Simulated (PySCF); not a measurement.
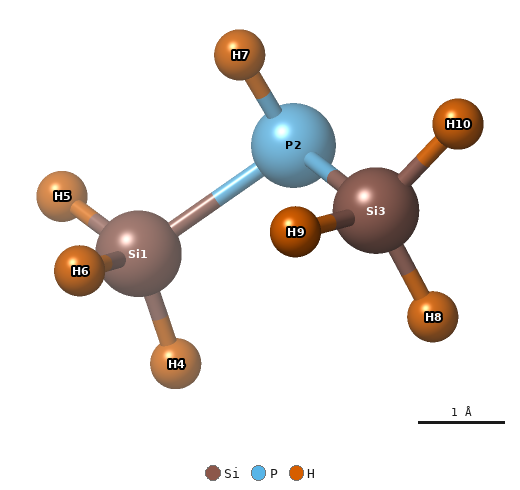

The input geometry (ball-and-stick view, seen at a tilt; atoms are numbered from 1 in the order of the input).

NMR shielding calculation, with input and output: Si₂PH₇

System: Si₂PH₇ ((SiH3)2PH), SMILES [SiH3]P[SiH3].
Method: GIAO PBE0/pcSseg-1 NMR shielding, non-relativistic, gas phase (PySCF 2.14.0).

The geometry comes from this level: GFN2-xTB. Figures and captions count atoms from 1; the log counts them from 0 in places.

Output:
```
coarse grid: 9216 points
cycle   1  E = -924.0990686310  dE = -1.340e-01  |g| = 1.535e-01  |ddm| = 2.716e+00
cycle   2  E = -924.1018027506  dE = -2.734e-03  |g| = 1.166e-01  |ddm| = 4.023e-01
cycle   3  E = -924.1056702498  dE = -3.867e-03  |g| = 2.548e-02  |ddm| = 2.078e-01
cycle   4  E = -924.1058443554  dE = -1.741e-04  |g| = 3.522e-03  |ddm| = 4.095e-02
cycle   5  E = -924.1058473770  dE = -3.022e-06  |g| = 1.078e-03  |ddm| = 7.845e-03
final grid: 73384 points
cycle   6  E = -924.1218306057  dE = -8.696e-06  |g| = 1.839e-03  |ddm| = 1.415e-02
cycle   7  E = -924.1218307223  dE = -1.166e-07  |g| = 1.376e-03  |ddm| = 3.372e-03
cycle   8  E = -924.1218311382  dE = -4.159e-07  |g| = 2.030e-04  |ddm| = 1.946e-03
cycle   9  E = -924.1218311521  dE = -1.385e-08  |g| = 3.202e-05  |ddm| = 3.889e-04
cycle  10  E = -924.1218311524  dE = -3.320e-10  |g| = 5.714e-06  |ddm| = 6.548e-05
```

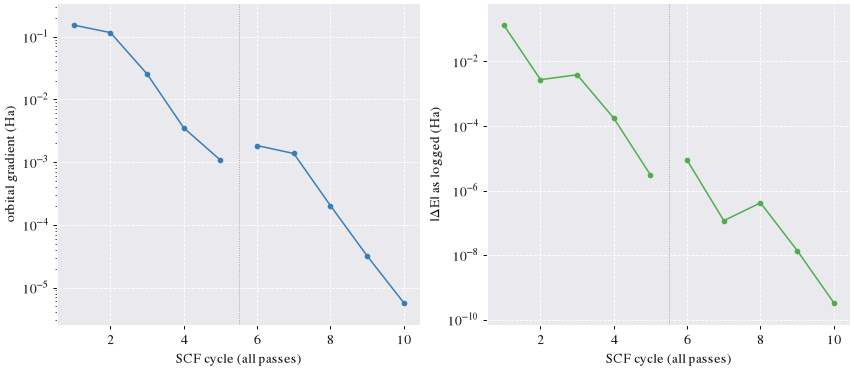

Convergence of the self-consistent field: orbital gradient and size of the energy change against the SCF cycle. The dotted line marks the change from a coarse to the final integration grid. The first 5 cycles use a coarse grid, the final grid takes over at cycle 6, and the field converges after 10 cycles in all.

```
converged SCF energy = -924.1218311524

GIAO shielding tensors (ppm)
atom      isotropic    diamagn.    paramagn.     s11        s22        s33       span
  0 Si     428.653     880.155    -451.502    386.926    433.757    465.276     78.350
  1 P      658.487     969.317    -310.831    595.762    622.246    757.452    161.691
  2 Si     428.627     880.159    -451.532    386.919    433.817    465.144     78.224
  3 H       27.748      29.405      -1.657     24.375     25.458     33.413      9.038
  4 H       27.508      28.979      -1.471     23.693     25.223     33.609      9.916
  5 H       27.559      29.458      -1.899     23.685     25.810     33.182      9.497
  6 H       31.482      31.535      -0.054     25.343     27.876     41.227     15.884
  7 H       27.748      29.407      -1.658     24.373     25.458     33.414      9.041
  8 H       27.561      29.461      -1.901     23.688     25.813     33.181      9.493
  9 H       27.508      28.983      -1.475     23.692     25.224     33.608      9.916
```

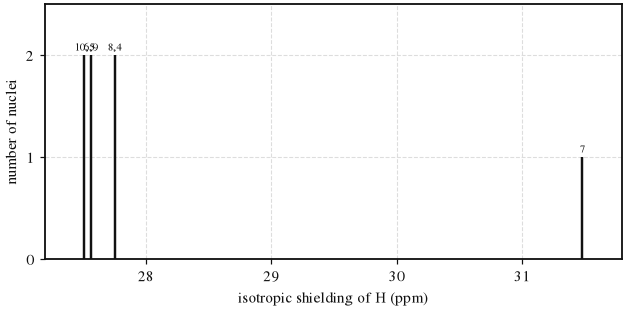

Isotropic shieldings of the hydrogen nuclei in this fixed geometry, labelled by atom number; shielding grows to the right, so chemical shift grows to the left. The least shielded is H10 (27.5 ppm), the most shielded H7 (31.5 ppm).

This output came from the following input.

The input:
```
{"job": {"kind": "nmr", "xc": "PBE0", "basis": "pcSseg-1"}, "charge": 0, "multiplicity": 1}
Si    -1.748705    -0.066883    -0.078813
P      0.068515     1.119578    -0.586311
Si     1.731645    -0.268883    -0.062801
H     -1.941579    -1.024502    -1.165566
H     -2.861254     0.878180    -0.001740
H     -1.636857    -0.788063     1.192901
H      0.105924     1.826588     0.597006
H      1.823956    -1.241106    -1.149644
H      1.523889    -0.974031     1.205626
H      2.943348     0.543777     0.026813
```

The first line tells a small driver script what to run in PySCF; the rest is the geometry in Å.

Launch command:
```bash
OMP_NUM_THREADS=1 python <driver script> task.json out
```

Results in brief:

```tsv
quantity	value
outcome	converged
total energy	−924.121831 hartree
HOMO	−7.29 eV
LUMO	0.06 eV
dipole moment	1.06 D
isotropic shielding, Si	428.6 ppm
isotropic shielding, P	658.5 ppm
isotropic shielding, H	27.5 to 31.5 ppm
hardware	1 CPU thread, shared host
wall time	7.1 s
peak memory	0.47 GiB
```
